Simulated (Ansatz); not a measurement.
**CH6OSeSi (SMILES CO[SiH2][SeH]) at SVWN5/6-31G(d) (spherical functions)**

Aim: the vertical ionisation energy of CH6OSeSi at SVWN5/6-31G* (spherical functions), from 2 runs. 

Program for the calculation: Ansatz 0.2.0.

80 further runs of the same task are left out: 80 set aside as unsound or not needed.

## Step 1: The molecule

CH6OSeSi: 10 atoms, total charge 0, spin state singlet. As SMILES, `CO[SiH2][SeH]`. The shape is that of a PBE0-D4/def2-TZVP optimisation. This is one conformer, not always the lowest.

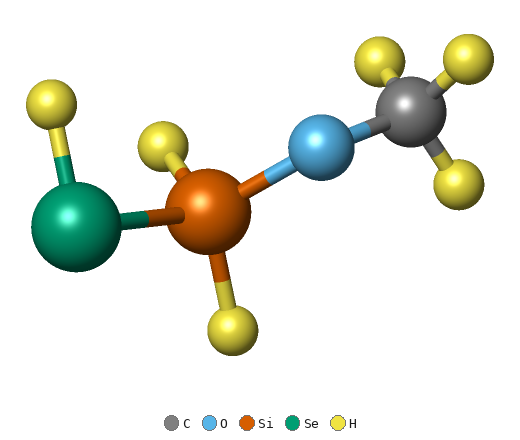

Viewed from a chosen angle; carbon grey, oxygen blue, silicon orange, selenium teal, hydrogen yellow.

## Step 2: The energy at SVWN5/6-31G(d) (spherical functions)

in.yaml reads:

```yaml
crystal:
  periodic: [false, false, false]
  atoms:
    - {symbol: C, position_ang: [0.459500, 1.568200, 0.455800]}
    - {symbol: O, position_ang: [0.708400, 0.213600, 0.148800]}
    - {symbol: Si, position_ang: [-0.400300, -0.737700, -0.594100]}
    - {symbol: Se, position_ang: [0.296800, -2.888700, -0.578100]}
    - {symbol: H, position_ang: [0.431100, 2.182900, -0.450600]}
    - {symbol: H, position_ang: [-0.487800, 1.693400, 0.993300]}
    - {symbol: H, position_ang: [1.269800, 1.926000, 1.092500]}
    - {symbol: H, position_ang: [-1.706900, -0.591200, 0.101000]}
    - {symbol: H, position_ang: [-0.551900, -0.390800, -2.031500]}
    - {symbol: H, position_ang: [0.064400, -3.026800, 0.865800]}
basis:
  gaussian:
    orbitals: 6-31G_st_-spherical.json
hamiltonian:
  xc: {name: SVWN5}
accuracy: high
output: {orbitals: {seedname: orbitals}}
```

The basis set 6-31G* is read from a file made from the Basis Set Exchange's data (not shown).

Command:

```sh
$ ansatz run in.yaml --threads 1 --pin off --max-ram 2610MiB --events-out events.jsonl --progress --plain --runs-dir runs
```

What it wrote:

```text
Warning: RAYON_NUM_THREADS=1 ignored (pool sized by the plan → 1); use --threads N
Functional definition: SVWN5
  name "SVWN5"
  exchange = slater_x
  correlation = vwn5_c
1991 factors; integrals over basis functions are off by at most 1.1e-8 eV
mean field evaluation 1: about -76245.6765 eV, gradient 5.3e1 eV
mean field evaluation 2: about -76221.3762 eV, gradient 1.2e2 eV
mean field evaluation 4: about -76251.4491 eV, gradient 8.1e0 eV
mean field evaluation 8: about -76251.5648 eV, gradient 5.1e-1 eV
mean field evaluation 16: about -76251.5654 eV, gradient 1.5e-4 eV
mean field -76251.56544858 eV, -2802.1933450679 hartree, gradient 2.8e-8 eV, S^2 0.000000; 0 other end points of the search recorded, 0 dependent functions left out
reference -76251.56545182 eV, -2802.1933451869 hartree; 34, 34 occupied and 56, 56 virtual orbitals, 1991 factors
Total energy: -76251.56545182 eV, -2802.1933451869 hartree
```

Run time: 5.7 s. Hardware: 1 thread of Arm Neoverse V2, shared host; peak memory 0.23 GiB.

## Step 3: The doublet cation at the same level

Changes to in.yaml since step 2:

```diff
@@ -16,2 +16,6 @@
     orbitals: 6-31G_st_-spherical.json
+total_charge: 1
+magnetization:
+  spin_polarized: true
+  initial_magnetization: 1
 hamiltonian:
```

The basis set 6-31G* is read from a file made from the Basis Set Exchange's data (not shown).

Command:

```sh
$ ansatz run in.yaml --threads 1 --pin off --max-ram 2610MiB --events-out events.jsonl --progress --plain --runs-dir runs
```

What it wrote:

```text
Warning: RAYON_NUM_THREADS=1 ignored (pool sized by the plan → 1); use --threads N
[... 4 set-up lines as earlier in the session ...]
1991 factors; integrals over basis functions are off by at most 1.1e-8 eV
mean field evaluation 1: about -76226.6475 eV, gradient 5.9e1 eV
mean field evaluation 2: about -76001.1979 eV, gradient 1.6e2 eV
mean field evaluation 4: about -76234.9722 eV, gradient 3.6e1 eV
mean field evaluation 8: about -76242.4151 eV, gradient 2.4e0 eV
mean field evaluation 16: about -76242.4556 eV, gradient 2.2e-3 eV
mean field evaluation 32: about -76242.3295 eV, gradient 3.3e-2 eV
mean field -76242.45561384 eV, -2801.8585648161 hartree, gradient 1.6e-8 eV, S^2 0.751068; 3 other end points of the search recorded, 0 dependent functions left out
reference -76242.45561703 eV, -2801.8585649334 hartree; 34, 33 occupied and 56, 57 virtual orbitals, 1991 factors
Total energy: -76242.45561703 eV, -2801.8585649334 hartree
```

Run time: 12 s. Hardware: 1 thread of Arm Neoverse V2, shared host; peak memory 0.28 GiB.

## Step 4: Outcome

At SVWN5/6-31G* (spherical functions):

| quantity | value |
| --- | --- |
| singlet CH6OSeSi: total energy | -2802.19335 Eh |
| singlet CH6OSeSi: HOMO energy | -5.98 eV |
| singlet CH6OSeSi: LUMO energy | -0.52 eV |
| singlet CH6OSeSi: HOMO–LUMO gap | 5.46 eV |
| doublet cation: total energy | -2801.85856 Eh |
| doublet cation: HOMO energy (highest over α and β) | -12.17 eV |
| doublet cation: LUMO energy (lowest over α and β) | -12.05 eV |
| doublet cation: ⟨S²⟩ | 0.751 |
| vertical ionisation energy (to the doublet cation) | 9.110 eV |

Removing an electron at fixed nuclei costs 9.11 eV (879 kJ/mol). −ε(HOMO) before ionisation, 5.98 eV, is 3.13 eV below this ionisation energy.
